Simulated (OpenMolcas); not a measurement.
## SiClF₂ (charge +1): property calculation (part 2 of 2)

SiClF₂, charge +1; B3LYP5/ANO-L-MB, RKS (OpenMolcas 26.06). The geometry is that of the parent species in another charge or spin state. The geometry comes from this level: PBE0-D4/def2-TZVP.

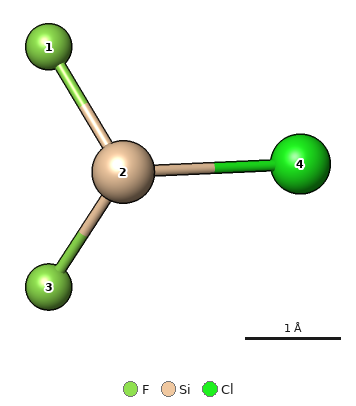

**Figure 1.** The structure as given in the input (ball-and-stick view, seen at a tilt; atoms are numbered from 1 in the order of the input).

## What the program printed, continued
```
        1 F1     1s        -0.0004   -0.0003   -0.0071    0.0048   -0.0024    0.0145   -0.0110   -0.0050   -0.0028    0.0002
        2 F1     2s         0.0020    0.0013    0.6186   -0.6641   -0.0889    0.3351   -0.2459   -0.0936   -0.0401    0.0117
        3 F1     2px       -0.0019   -0.0012   -0.1011    0.1052   -0.0040    0.2656   -0.3158   -0.1679   -0.4860   -0.3127
        4 F1     2py       -0.0008   -0.0005   -0.0418    0.0439    0.0022    0.1101   -0.0501   -0.4883    0.1891    0.6179
        5 F1     2pz       -0.0018   -0.0012   -0.1044    0.1007   -0.0040    0.2629   -0.5335    0.0663    0.2892    0.1385
        6 SI2    1s         0.0000   -0.0000   -0.0052    0.0000   -0.0031    0.0052    0.0000   -0.0011   -0.0013   -0.0000
        7 SI2    2s         0.0000   -0.0018   -0.0591    0.0001   -0.0317    0.0501    0.0000   -0.0100   -0.0103   -0.0000
        8 SI2    3s        -0.0000   -0.0003    0.1382   -0.0001    0.1407   -0.5746    0.0000   -0.0934   -0.1338   -0.0000
        9 SI2    2px        0.8561   -0.2550    0.0003    0.0388    0.0110   -0.0000   -0.0387   -0.0086    0.0080    0.0019
       10 SI2    3px        0.0013   -0.0003   -0.0048   -0.0781   -0.0396    0.0064    0.2405    0.1116   -0.1234   -0.0103
       11 SI2    2py        0.5042    0.2272    0.0065    0.0229   -0.0214   -0.0029   -0.0228    0.0191   -0.0097    0.0011
       12 SI2    3py        0.0008    0.0002   -0.0046   -0.0461    0.0786   -0.0186    0.1419   -0.2320    0.1610   -0.0059
       13 SI2    2pz        0.1105    0.9397   -0.0311    0.0051    0.0124    0.0136   -0.0050   -0.0207   -0.0173    0.0002
       14 SI2    3pz        0.0002    0.0013    0.0573   -0.0102   -0.0521    0.0348    0.0313    0.1938    0.2181   -0.0013
       15 F3     1s         0.0004   -0.0003   -0.0071   -0.0048   -0.0024    0.0145    0.0110   -0.0050   -0.0028   -0.0002
       16 F3     2s        -0.0020    0.0013    0.6200    0.6628   -0.0889    0.3352    0.2458   -0.0938   -0.0402   -0.0117
       17 F3     2px       -0.0019    0.0012    0.1033    0.1059    0.0007   -0.2689   -0.2913    0.4883    0.0076    0.4150
       18 F3     2py       -0.0015    0.0010    0.0789    0.0806    0.0050   -0.2053   -0.3083   -0.1013    0.4810   -0.5572
       19 F3     2pz        0.0014   -0.0009   -0.0780   -0.0731   -0.0034    0.1936    0.4550    0.1511    0.3534   -0.1248
       20 CL4    1s         0.0000    0.0000   -0.0004    0.0000   -0.0015    0.0031    0.0000    0.0040   -0.0007   -0.0000
       21 CL4    2s         0.0000    0.0000   -0.0040    0.0000   -0.0210    0.0229    0.0000    0.0301   -0.0055   -0.0000
       22 CL4    3s         0.0000    0.0000    0.0110   -0.0000    0.8687    0.3869    0.0000    0.3369   -0.0292   -0.0001
       23 CL4    2px       -0.0000    0.0000   -0.0007    0.0009   -0.0028    0.0044   -0.0030    0.0046    0.0006   -0.0007
       24 CL4    3px       -0.0003    0.0001    0.0028    0.0102    0.0948   -0.0737    0.0661   -0.1480   -0.0260    0.0974
       25 CL4    2py       -0.0000   -0.0000    0.0014    0.0005    0.0053   -0.0083   -0.0018   -0.0085   -0.0002   -0.0004
       26 CL4    3py       -0.0002   -0.0000   -0.0035    0.0060   -0.1798    0.1375    0.0390    0.2798    0.0226    0.0572
       27 CL4    2pz       -0.0000   -0.0000   -0.0013    0.0001   -0.0024    0.0037   -0.0004    0.0032   -0.0036   -0.0001
       28 CL4    3pz       -0.0000   -0.0003   -0.0060    0.0013    0.0868   -0.0570    0.0086   -0.1317    0.0973    0.0128

          Orbital           21        22        23        24        25        26        27        28
          Energy           -0.7255   -0.7207   -0.6604   -0.6541   -0.5264   -0.2914   -0.2413   -0.2324
          Occ. No.          2.0000    2.0000    2.0000    2.0000    0.0000    0.0000    0.0000    0.0000

        1 F1     1s        -0.0026    0.0001   -0.0023   -0.0034   -0.0065    0.0083   -0.0488    0.0461
        2 F1     2s         0.0138   -0.0385   -0.0195   -0.0261   -0.0663    0.0885   -0.4264    0.4224
        3 F1     2px        0.5522   -0.1065    0.1530    0.0509    0.0061   -0.2426    0.1069   -0.3625
        4 F1     2py        0.3389    0.2896   -0.1350   -0.1167    0.2263    0.2239    0.0036   -0.2454
        5 F1     2pz       -0.3056   -0.4715   -0.0539    0.1376    0.3540   -0.0731    0.3657   -0.0964
        6 SI2    1s         0.0000   -0.0012   -0.0010   -0.0000    0.0092   -0.0097    0.0000   -0.0071
        7 SI2    2s         0.0000   -0.0113   -0.0082   -0.0000    0.0812   -0.0874    0.0001   -0.0671
        8 SI2    3s         0.0002   -0.1536   -0.0631   -0.0000    0.7413   -0.6437    0.0009   -0.5594
        9 SI2    2px        0.0079   -0.0039    0.0031    0.0008   -0.0038    0.0211    0.0444   -0.0027
       10 SI2    3px        0.0262    0.0212   -0.0479    0.0472    0.2259    0.5526    1.0302   -0.0522
       11 SI2    2py        0.0046    0.0104   -0.0050    0.0005    0.0053   -0.0359    0.0262    0.0150
       12 SI2    3py        0.0156   -0.0685    0.0578    0.0279   -0.2877   -0.9353    0.6074    0.3240
       13 SI2    2pz        0.0010   -0.0174   -0.0013    0.0001    0.0053    0.0005    0.0058   -0.0466
       14 SI2    3pz        0.0031    0.1489    0.1064    0.0061   -0.4328   -0.0049    0.1355   -1.0524
       15 F3     1s         0.0026    0.0001   -0.0023    0.0034   -0.0065    0.0083    0.0487    0.0463
       16 F3     2s        -0.0136   -0.0385   -0.0195    0.0261   -0.0663    0.0885    0.4250    0.4238
       17 F3     2px        0.4917   -0.1099    0.0558   -0.0510   -0.2658   -0.0668    0.1210    0.3995
       18 F3     2py        0.2763    0.2871   -0.1923    0.1165    0.0659    0.3276    0.1310    0.2045
       19 F3     2pz        0.4419   -0.4711   -0.0665   -0.1376    0.3187   -0.0503   -0.3360    0.0014
       20 CL4    1s        -0.0000    0.0017    0.0001    0.0000   -0.0012    0.0137    0.0000   -0.0055
       21 CL4    2s        -0.0000    0.0120    0.0008    0.0000   -0.0103    0.1066    0.0001   -0.0419
       22 CL4    3s        -0.0003    0.2139   -0.0289   -0.0000   -0.0611    0.5515    0.0003   -0.1776
       23 CL4    2px       -0.0007    0.0032    0.0011   -0.0028   -0.0030    0.0117   -0.0089   -0.0058
       24 CL4    3px        0.0672   -0.2749   -0.1671    0.8276   -0.3089    0.2846   -0.2906   -0.1196
       25 CL4    2py       -0.0004   -0.0055   -0.0010   -0.0017    0.0047   -0.0230   -0.0053    0.0091
       26 CL4    3py        0.0388    0.4840    0.0805    0.4883    0.4924   -0.5663   -0.1718    0.1595
       27 CL4    2pz       -0.0001    0.0006   -0.0037   -0.0004    0.0020    0.0146   -0.0012    0.0036
       28 CL4    3pz        0.0088   -0.0808    0.9201    0.1076    0.1415    0.3813   -0.0381    0.1917
--

++    Molecular charges:
      ------------------

      Mulliken charges per centre and basis function type
      ---------------------------------------------------

                F1      SI2     F3      CL4
      1s       2.0002  2.0000  2.0002  2.0000
      2s       1.9753  2.0011  1.9753  2.0006
      2px      1.8410  2.0000  1.7742  2.0001
      2pz      1.7221  2.0000  1.7853  2.0000
      2py      1.8594  2.0001  1.8629  2.0001
      3s       0.0000  0.9777  0.0000  1.9996
      3px      0.0000  0.3553  0.0000  1.7601
      3pz      0.0000  0.4433  0.0000  1.8535
      3py      0.0000  0.4092  0.0000  1.4032
      Total    9.3980 12.1868  9.3980 17.0172

      N-E     -0.3980  1.8132 -0.3980 -0.0172

      Total electronic charge=   48.000000

      Total            charge=    1.000000
--

++    Static properties:
      ------------------

      LoProp Charges per center

                   F1       SI2      F3       CL4
      Nuclear      9.0000  14.0000   9.0000  17.0000
      Electronic  -9.2740 -12.5403  -9.2740 -16.9117

      Total       -0.2740   1.4597  -0.2740   0.0883
--

++    Natural Bond Order analysis
      ---------------------------
      Based on LoProp computed density
      -------------------------------------------------------------------------------------
      Atom A       Atom B       Bond Order
      -------------------------------------------------------------------------------------
      NBO located      1.000 non-bonded electrons on atom F1
      NBO located      1.005 non-bonded electrons on atom F1
      NBO located      0.939 non-bonded electrons on atom F1
      NBO located      0.991 non-bonded electrons on atom SI2
      NBO located      1.000 non-bonded electrons on atom SI2
      NBO located      0.997 non-bonded electrons on atom SI2
      NBO located      0.998 non-bonded electrons on atom SI2
      NBO located      0.998 non-bonded electrons on atom SI2
      NBO located      0.999 non-bonded electrons on atom F3
      NBO located      0.997 non-bonded electrons on atom F3
      NBO located      0.935 non-bonded electrons on atom F3
      NBO located      0.978 non-bonded electrons on atom CL4
      NBO located      0.997 non-bonded electrons on atom CL4
      NBO located      1.000 non-bonded electrons on atom CL4
      NBO located      1.000 non-bonded electrons on atom CL4
      NBO located      1.000 non-bonded electrons on atom CL4
      NBO located      1.000 non-bonded electrons on atom CL4
      The remaining    7.677 electrons are to be considered as diffuse
--

++    Molecular properties:
      ---------------------

      Charge (e):
                      =    1.0000
      Dipole Moment (debye):
      Origin of the operator (angstrom)=   -0.0844    0.1846   -0.1893
                   X=  1.4703E+00               Y= -1.9595E+00               Z= -2.4222E+00           Total=  3.4451E+00
      Center of Charge (angstrom)
                     X=    0.22175211               Y=   -0.22332389               Z=   -0.69364513
      Quadrupole Moment (debye*angstrom):
      Origin of the operator (angstrom)=   -0.0844    0.1846   -0.1893
                  XX= -3.5212E+01              XY= -3.9219E+00              XZ= -1.2038E+00              YY= -3.1353E+01
                  YZ=  1.4443E+00              ZZ= -3.4973E+01
      In traceless form (debye*angstrom)
                  XX= -2.0487E+00              XY= -5.8829E+00              XZ= -1.8057E+00              YY=  3.7394E+00
                  YZ=  2.1664E+00              ZZ= -1.6907E+00
--

--- Stop Module: scf /rc=_RC_ALL_IS_WELL_ ---
--- Module scf spent 2 seconds ---

--- Start Module: loprop ---

                                              &LOPROP

                       available to each process: 1.9 GB of memory, 1 thread

  No dynamic properties will be computed.

  Expansion centers of the domains are for the
   atomic domains: the atom center
   bond domains  : the center of the bond

 Multipole moments will be processed up to order  2

 **********************************************************************************
 *                            The Localized properties                            *
 **********************************************************************************

 ====================
 ATOMIC DOMAIN: F1
 ====================
 Domain center:  :  2.47213972  0.24377467  1.50800145 / bohr
 Expansion center:  2.47213972  0.24377467  1.50800145 / bohr
 Total charge    : -0.27398232

 Electronic multipole moments:
Electronic Charge
 -9.27398232

Electronic Dipole
 -0.21123924 -0.07264461 -0.19234711
... with nuclear contribution
 -0.21123924 -0.07264461 -0.19234711

Electronic Quadrupole
 -3.88697452 -0.13654673 -0.27768695 -3.62812213 -0.11227295 -3.84799387
... with nuclear contribution
 -3.88697452 -0.13654673 -0.27768695 -3.62812213 -0.11227295 -3.84799387

Dipole magnitude:  0.29478240

 =========================
 BOND DOMAIN: SI2   ,F1
 =========================
 Domain center:  :  1.44507357 -0.17716182  0.50295061 / bohr
 Expansion center:  1.44507357 -0.17716182  0.50295061 / bohr
 Total charge    : -0.00000000

 Electronic multipole moments:
Electronic Charge
 -0.00000000

Electronic Dipole
 -0.10920499 -0.06814620 -0.10803230

Electronic Quadrupole
  1.19492127  0.47119933  1.01802731  0.47971730  0.53210941  1.37847311

Dipole magnitude:  0.16804943

 ====================
 ATOMIC DOMAIN: SI2
 ====================
 Domain center:  :  0.41800742 -0.59809832 -0.50210023 / bohr
 Expansion center:  0.41800742 -0.59809832 -0.50210023 / bohr
 Total charge    :  1.45972098

 Electronic multipole moments:
Electronic Charge
-12.54027902

Electronic Dipole
 -0.10113685  0.05630083  0.52229116
... with nuclear contribution
 -0.10113685  0.05630083  0.52229116

Electronic Quadrupole
 -7.87549668  0.20777096  0.08407470 -8.08678632 -0.03270256 -8.24098625
... with nuclear contribution
 -7.87549668  0.20777096  0.08407470 -8.08678632 -0.03270256 -8.24098625

Dipole magnitude:  0.53496402

 =========================
 BOND DOMAIN: F3    ,SI2
 =========================
 Domain center:  : -0.61472791 -1.39263367  0.23545988 / bohr
 Expansion center: -0.61472791 -1.39263367  0.23545988 / bohr
 Total charge    : -0.00000000

 Electronic multipole moments:
Electronic Charge
 -0.00000000

Electronic Dipole
  0.13031086  0.07318732 -0.07697341

Electronic Quadrupole
  1.40118311  0.77425889 -0.86366210  0.76571186 -0.55470311  0.88650677

Dipole magnitude:  0.16811368

 ====================
 ATOMIC DOMAIN: F3
 ====================
 Domain center:  : -1.64746324 -2.18716902  0.97301998 / bohr
 Expansion center: -1.64746324 -2.18716902  0.97301998 / bohr
 Total charge    : -0.27399557

 Electronic multipole moments:
Electronic Charge
 -9.27399557

Electronic Dipole
  0.19766574  0.16865479 -0.13927836
... with nuclear contribution
  0.19766574  0.16865479 -0.13927836

Electronic Quadrupole
 -3.88798981 -0.24036848  0.19654666 -3.75024606  0.15415510 -3.72484959
... with nuclear contribution
 -3.88798981 -0.24036848  0.19654666 -3.75024606  0.15415510 -3.72484959

Dipole magnitude:  0.29481290

 =========================
 BOND DOMAIN: CL4   ,SI2
 =========================
 Domain center:  : -0.41233824  0.97169717 -1.24060520 / bohr
 Expansion center: -0.41233824  0.97169717 -1.24060520 / bohr
 Total charge    : -0.00000000

 Electronic multipole moments:
Electronic Charge
 -0.00000000

Electronic Dipole
  0.00227948 -0.00268971 -0.00525054

Electronic Quadrupole
  0.82403233 -1.91952306  0.82449882  3.39010192 -1.53772606  0.43634555

Dipole magnitude:  0.00632445

 ====================
 ATOMIC DOMAIN: CL4
 ====================
 Domain center:  : -1.24268390  2.54149267 -1.97911017 / bohr
 Expansion center: -1.24268390  2.54149267 -1.97911017 / bohr
 Total charge    :  0.08825690

 Electronic multipole moments:
Electronic Charge
-16.91174310

Electronic Dipole
  0.23580194 -0.46041569  0.27615649
... with nuclear contribution
  0.23580194 -0.46041569  0.27615649

Electronic Quadrupole
 -9.23712900 -0.01937250 -0.15659326 -9.29641599  0.27438777 -9.30980536
... with nuclear contribution
 -9.23712900 -0.01937250 -0.15659326 -9.29641599  0.27438777 -9.30980536

Dipole magnitude:  0.58638517

 **********************************************************************************
 *                        The Molecular Multipole Moments                         *
 **********************************************************************************
 Expansion center: -0.16023335  0.35390714 -0.37438945 / bohr

l=0

xyz    Nuclear        Electronic     Molecular

000     49.00000000    -48.00000000      1.00000000

l=1

xyz    Nuclear        Electronic     Molecular

100      0.00000000      0.57928411      0.57928411
010     -0.00000000     -0.77592812     -0.77592812
001      0.00000000     -0.93640988     -0.93640988

l=2

xyz    Nuclear        Electronic     Molecular

200    106.87112605   -133.04939670    -26.17827065
110    -16.55874891     13.63938204     -2.91936686
101     55.05688570    -55.94305150     -0.88616580
020    152.26519376   -175.56775719    -23.30256343
011    -90.65638705     91.72209613      1.06570908
002     92.23569577   -118.26873208    -26.03303631

 **********************************************************************************
 *       Errors introduced by zeroing multipole moments greater than l =  1       *
 **********************************************************************************

l=2

  m     Original       New            Error            Percent

 -2     -2.91936686     -2.05678527     -0.86258159     29.55
 -1      1.06570908      2.34246147     -1.27675239    119.80
  0     -0.74629408      0.19222530     -0.93851939    125.76
  1     -0.88616580     -1.71137098      0.82520518     93.12
  2     -1.43785361     -0.76714668     -0.67070693     46.65

Root mean square =       0.93656539

 **********************************************************************************
 *       Errors introduced by zeroing multipole moments greater than l =  0       *
 **********************************************************************************

l=1

  m     Original       New            Error            Percent

 -1     -0.77592812     -0.47017486     -0.30575326     39.40
  0     -0.93640988     -1.21297582      0.27656594     29.53
  1      0.57928411      0.43480717      0.14447694     24.94

Root mean square =       0.25222170

l=2

  m     Original       New            Error            Percent

 -2     -2.91936686     -1.96859179     -0.95077508     32.57
 -1      1.06570908      0.86257731      0.20313177     19.06
  0     -0.74629408     -0.14263086     -0.60366322     80.89
  1     -0.88616580     -0.76305499     -0.12311081     13.89
  2     -1.43785361     -0.94293616     -0.49491745     34.42

Root mean square =       0.56031145
--- Stop Module: loprop /rc=_RC_ALL_IS_WELL_ ---

.##################.
.# Happy landing! #.
.##################.

    Timing: Wall=3.95 User=3.19 System=0.74
```

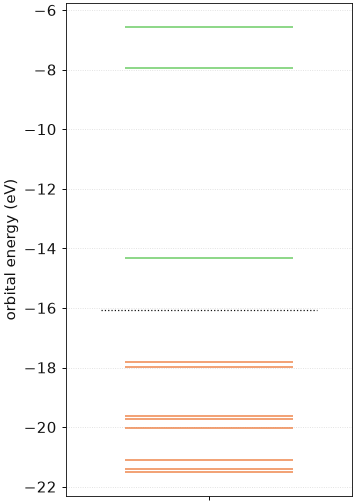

**Figure 2.** Orbital energies near the frontier; the dotted line parts filled from empty levels, and levels within 0.02 eV of each other stand side by side. Highest filled −17.80 eV, lowest empty −14.32 eV, 3.48 eV apart.

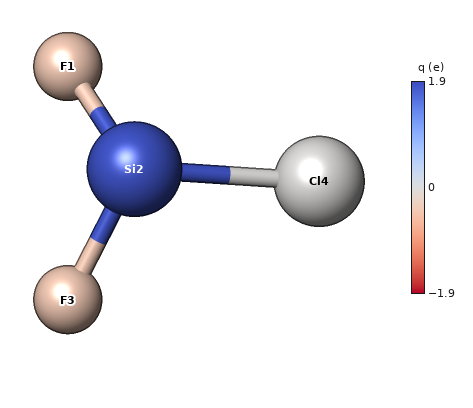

**Figure 3.** Mulliken charges, as the colour of each atom (ball-and-stick view, seen at a tilt; atoms are numbered from 1 in the order of the input). By element: F −0.40, Si +1.81 and Cl −0.02 e.

This output came from the following input.

## The input
```
&GATEWAY
  Coord
  4
  angstrom
  F        1.308200       0.129000       0.798000
  Si       0.221200      -0.316500      -0.265700
  F       -0.871800      -1.157400       0.514900
  Cl      -0.657600       1.344900      -1.047300
  Basis=ANO-L-MB
  Group=NoSym

&SEWARD
  Low

&SCF
  Charge=1
  KSDFT=B3LYP5
  PrOrbitals=1

&LOPROP
  NoField
```

Launched with:
```bash
export MOLCAS_MEM=1860
pymolcas run.inp > run.log
```

## Summary

```csv
quantity,value
outcome,converged
total energy,−948.736341 hartree
basis functions,28
HOMO,−17.80 eV
LUMO,−14.32 eV
hardware,"1 thread of Arm Neoverse V1, 24 GiB of memory available, shared host"
wall time,4.2 s
peak memory,0.25 GiB
```
